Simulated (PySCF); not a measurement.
## Electronic structure of C$_{3}$H$_{8}$OSi (SMILES C=CC[SiH2]O) in real space

```yaml
atoms:
  - { symbol: C, position_ang: [-1.4127, 1.3810, -0.1668] }
  - { symbol: C, position_ang: [-1.1792, 0.0860, -0.3042] }
  - { symbol: C, position_ang: [-0.3656, -0.7311, 0.6324] }
  - { symbol: Si, position_ang: [1.4180, -0.9105, -0.0443] }
  - { symbol: O, position_ang: [2.0748, 0.5635, -0.2327] }
  - { symbol: H, position_ang: [-1.9847, 1.9405, -0.8875] }
  - { symbol: H, position_ang: [-1.0573, 1.9316, 0.6902] }
  - { symbol: H, position_ang: [-1.5535, -0.4369, -1.1754] }
  - { symbol: H, position_ang: [-0.3286, -0.2509, 1.6110] }
  - { symbol: H, position_ang: [-0.8150, -1.7142, 0.7589] }
  - { symbol: H, position_ang: [1.3706, -1.6118, -1.3295] }
  - { symbol: H, position_ang: [2.2906, -1.5545, 0.9271] }
  - { symbol: H, position_ang: [1.5382, 1.3077, -0.4970] }
```

Geometry: GFN2-xTB.

Computed with CAM-B3LYP/def2-SVPD, SCF density, gas phase (PySCF 2.14.0).

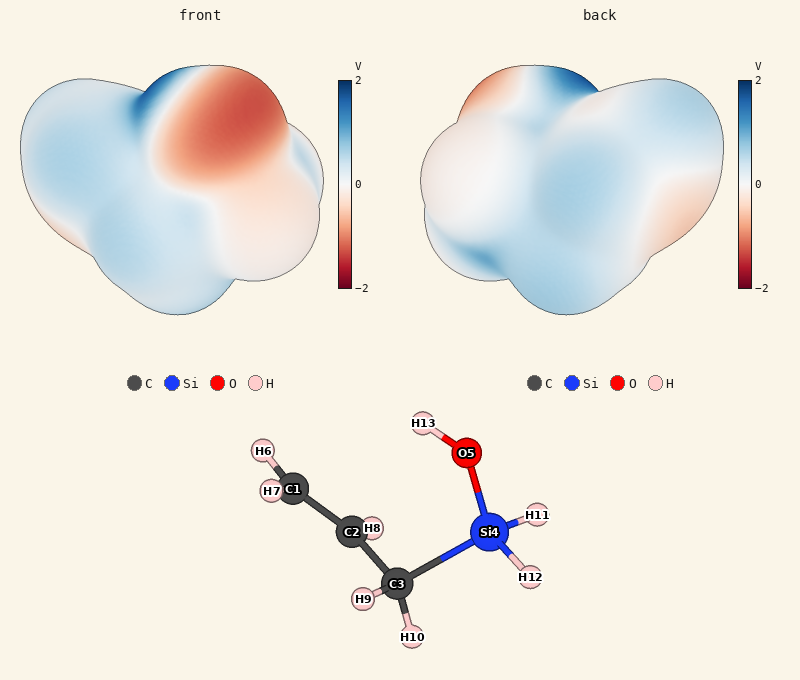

Figure 1. The molecular electrostatic potential painted on the density surface at 0.001 e/bohr³, seen from the front and from behind; the colour scale runs from red (negative) to blue (positive). The bare structure is drawn below in the same view.

> Describe the electrostatic potential map.

The most negative region (about −1.3 V) lies over O5, the most positive (about +1.6 V) over H13. O5 is the likeliest acceptor of a hydrogen bond.

> How polar is the molecule by this calculation?

Its dipole moment is 1.48 D.

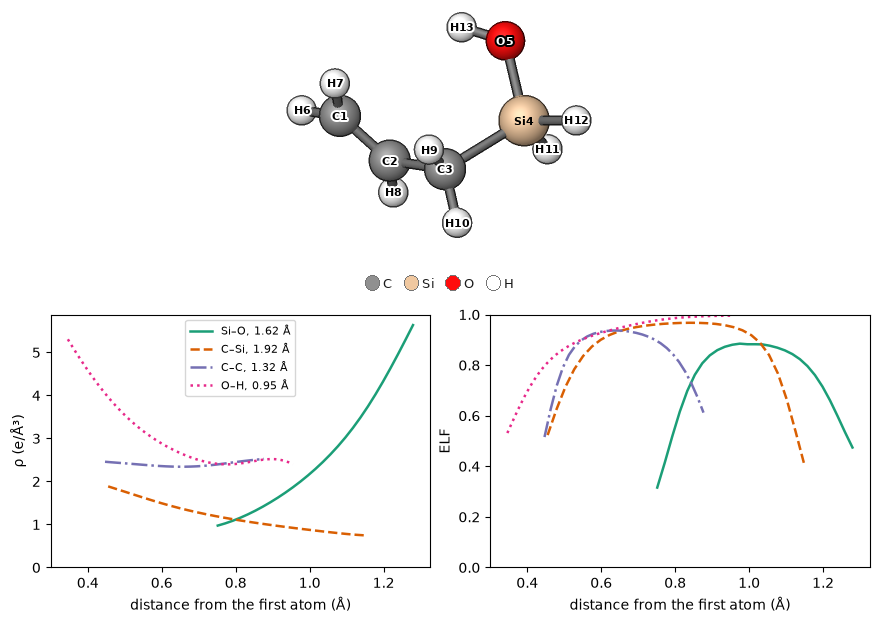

Figure 2. Total electron density and ELF along straight lines between neighbouring atoms. The curves leave out the atomic cores. The structure is drawn too.

> What can be read from the curves?

Si–O (1.62 Å): the density is about 1.2 e/Å³ at the midpoint; the ELF peaks at about 0.90 between the atoms, as expected for a polar covalent bond.
C–Si (1.92 Å): ρ is about 0.92 e/Å³ halfway; the ELF peaks at about 0.95 between the atoms, as expected for localised, covalent bonding.
C–C (1.32 Å): the density is about 2.3 e/Å³ at the midpoint; the ELF peaks at about 0.95 between the atoms (a multiple bond).
O–H (0.95 Å): ρ is about 3.7 e/Å³ halfway; the ELF climbs to about 1 towards the hydrogen, as it does in any bond to H: an ordinary covalent bond to hydrogen.
